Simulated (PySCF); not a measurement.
## C₂H₅O₂ (charge −1): NMR shielding calculation

- system: C₂H₅O₂, charge −1
- method: GIAO PBE0/pcSseg-1 NMR shielding, non-relativistic, gas phase (PySCF 2.14.0)

The geometry comes from this level: PBE0-D3(BJ)/ma-def2-SVP. Figures and captions count atoms from 1; the log counts them from 0 in places.

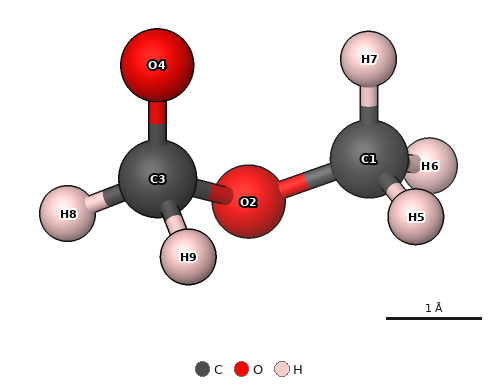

Figure 1. The input geometry (ball-and-stick view, seen at a tilt; atoms are numbered from 1 in the order of the input). Bond lengths as drawn: C–H 1.11 to 1.15 Å and C–O 1.29 to 1.52 Å.

## Key numbers

| quantity | value |
| --- | --- |
| outcome | converged |
| total energy | −229.362598 hartree |
| HOMO | 0.52 eV |
| LUMO | 6.32 eV |
| isotropic shielding, C | 75.4 to 134.2 ppm |
| isotropic shielding, O | 167.0 to 240.6 ppm |
| isotropic shielding, H | 24.6 to 29.3 ppm |
| hardware | 1 CPU thread, shared host |
| wall time | 2.7 s |
| peak memory | 0.47 GiB |

The highest filled orbital lies above zero: either the extra electron isn't bound at this level, or the self-interaction error of the functional lifts the level.

## The input
```
{"job": {"kind": "nmr", "xc": "PBE0", "basis": "pcSseg-1", "pop": false}, "charge": -1, "multiplicity": 1}
C     -0.967166    -0.234348     0.068992
O      0.298280    -0.754016     0.248883
C      1.363507     0.183420    -0.296714
O      1.278275     1.405958     0.091635
H     -1.262200    -0.195472    -1.009550
H     -1.700459    -0.877671     0.591333
H     -1.046260     0.799335     0.461164
H      2.276817    -0.403149     0.024308
H      1.250316     0.013453    -1.423385
```

The first line tells a small driver script what to run in PySCF; the rest is the geometry in Å.

Launched with:
```bash
OMP_NUM_THREADS=1 python <driver script> task.json out
```

## The program's output
```
coarse grid: 7448 points
cycle   1  E = -229.1108281496  dE =  4.035e-01  |g| = 1.021e+00  |ddm| = 2.434e+00
cycle   2  E = -228.4036411127  dE =  7.072e-01  |g| = 2.054e+00  |ddm| = 5.788e+00
cycle   3  E = -229.3010024594  dE = -8.974e-01  |g| = 2.809e-01  |ddm| = 5.137e+00
cycle   4  E = -229.3114276775  dE = -1.043e-02  |g| = 1.850e-01  |ddm| = 3.945e-01
cycle   5  E = -229.3172578291  dE = -5.830e-03  |g| = 2.053e-02  |ddm| = 1.284e-01
cycle   6  E = -229.3173374170  dE = -7.959e-05  |g| = 9.530e-03  |ddm| = 2.163e-02
cycle   7  E = -229.3173575964  dE = -2.018e-05  |g| = 1.090e-03  |ddm| = 7.782e-03
cycle   8  E = -229.3173578830  dE = -2.866e-07  |g| = 2.333e-04  |ddm| = 2.076e-03
final grid: 71696 points
cycle   9  E = -229.3625764890  dE = -7.926e-06  |g| = 1.101e-02  |ddm| = 1.464e-02
cycle  10  E = -229.3625514144  dE =  2.507e-05  |g| = 1.631e-02  |ddm| = 1.564e-02
cycle  11  E = -229.3625975130  dE = -4.610e-05  |g| = 8.219e-04  |ddm| = 1.073e-02
cycle  12  E = -229.3625976607  dE = -1.477e-07  |g| = 1.346e-04  |ddm| = 9.899e-04
cycle  13  E = -229.3625976625  dE = -1.803e-09  |g| = 9.745e-05  |ddm| = 1.906e-04
cycle  14  E = -229.3625976642  dE = -1.676e-09  |g| = 1.886e-05  |ddm| = 8.893e-05
cycle  15  E = -229.3625976642  dE = -7.032e-11  |g| = 2.023e-06  |ddm| = 2.080e-05
```

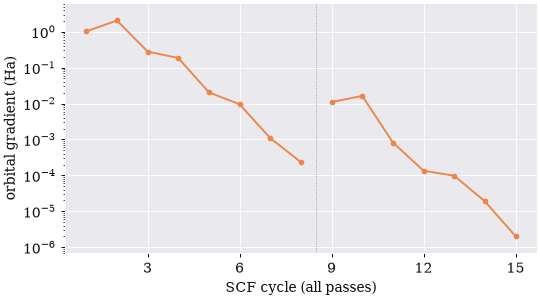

Figure 2. Convergence of the self-consistent field: orbital gradient against the SCF cycle. The dotted line marks the change from a coarse to the final integration grid. The first 8 cycles use a coarse grid, the final grid takes over at cycle 9, and the field converges after 15 cycles in all.

```
converged SCF energy = -229.3625976642

GIAO shielding tensors (ppm)
atom      isotropic    diamagn.    paramagn.     s11        s22        s33       span
  0 C      134.186     242.786    -108.599     96.915    129.799    175.845     78.930
  1 O      240.647     400.373    -159.726    129.548    233.763    358.630    229.081
  2 C       75.389     234.596    -159.207     30.326     74.966    120.875     90.548
  3 O      167.022     402.400    -235.379      7.864    182.023    311.178    303.313
  4 H       29.268      29.688      -0.419     25.119     27.012     35.675     10.556
  5 H       28.837      29.724      -0.887     25.077     27.835     33.599      8.521
  6 H       26.976      29.444      -2.468     22.838     26.501     31.589      8.752
  7 H       24.575      27.811      -3.236     19.668     24.254     29.801     10.133
  8 H       24.708      28.166      -3.458     19.085     24.338     30.701     11.616
```

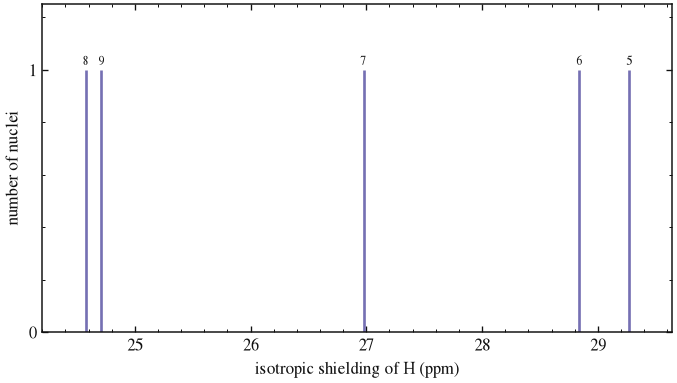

Figure 3. Isotropic shieldings of the hydrogen nuclei in this fixed geometry, labelled by atom number; shielding grows to the right, so chemical shift grows to the left. The least shielded is H8 (24.6 ppm), the most shielded H5 (29.3 ppm).
